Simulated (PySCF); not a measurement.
C$_{4}$H$_{10}$OSi$_{2}$

Input

```
{"job": {"kind": "uv", "xc": "PBE0", "basis": "def2-SVPD", "nstates": 6, "ntriplets": 2}, "charge": 0, "multiplicity": 1}
Si     2.849055    -1.089327     0.247030
O      1.444985    -0.749697    -0.486678
Si     0.059000    -0.050758    -0.957760
C     -1.480941    -0.925728    -0.256597
C     -2.172961     0.140599     0.541141
C     -1.622251     1.339366     0.626916
C     -0.322106     1.596008    -0.077748
H      3.108259    -2.492220    -0.067024
H      3.853342    -0.190005    -0.318983
H      2.683423    -0.869037     1.683653
H      0.154525     0.019209    -2.414977
H     -2.153686    -1.304414    -1.027081
H     -1.242154    -1.775665     0.385903
H     -3.104864    -0.105424     1.031141
H     -2.071081     2.144654     1.191984
H      0.442921     1.882739     0.647070
H     -0.432465     2.441728    -0.757899
```

Launched as:

```sh
OMP_NUM_THREADS=1 python probes_run.py task.json out
```

Geometry: GFN2-xTB.

Method: PySCF 2.14.0, PBE0/def2-SVPD, SCF density, gas phase.

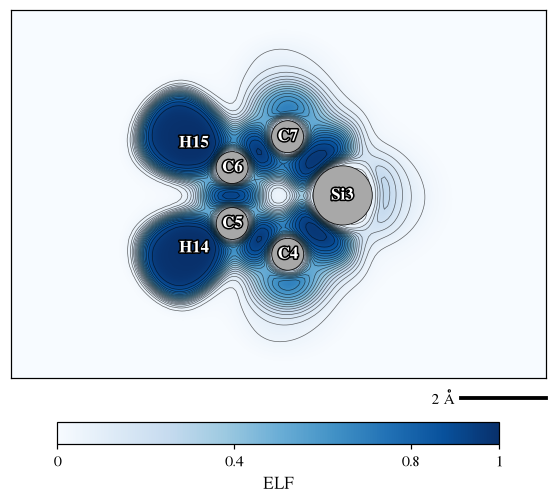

Figure 1. Electron localisation function on the plane of atoms C5, C6 and C7. Grey discs cover the atomic cores.

What do the fields say about this system?

Answer. Atoms in the plane: Si, C and H.
C–C (1.32 Å): the ELF peaks at about 0.90 between the atoms: a short, multiple covalent bond.
C–Si (1.90 Å): the ELF peaks at about 0.95 between the atoms, as expected for a covalent bond.
C–H (1.08 Å): the ELF climbs to about 1 towards the hydrogen, as it does in any bond to H: a covalent bond by its length.
C–C (1.50 Å): the ELF peaks at about 0.95 between the atoms (localised, covalent bonding).

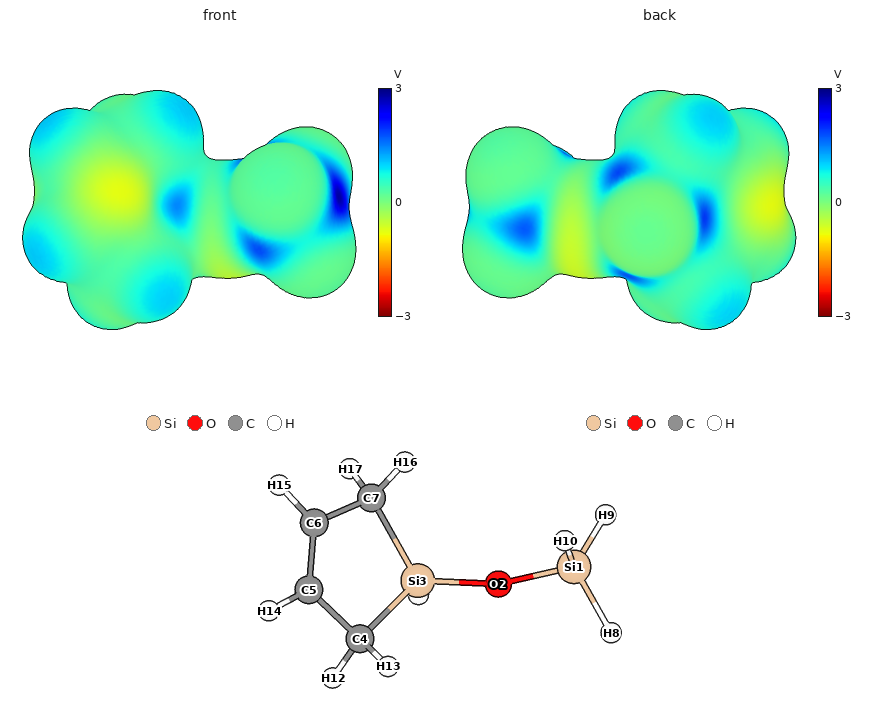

Figure 2. The molecular electrostatic potential painted on the density surface at 0.004 e/bohr³, seen from the front and from behind; the colour scale runs from red (negative) to blue (positive). The bare structure is drawn below in the same view.

Describe the electrostatic potential map.

Answer. The most negative region (about −0.7 V) lies over the π face of C5 and C6, the most positive (about +2.4 V) over Si1.

What dipole moment does the calculation give?

Answer. Its dipole moment is 0.35 D.
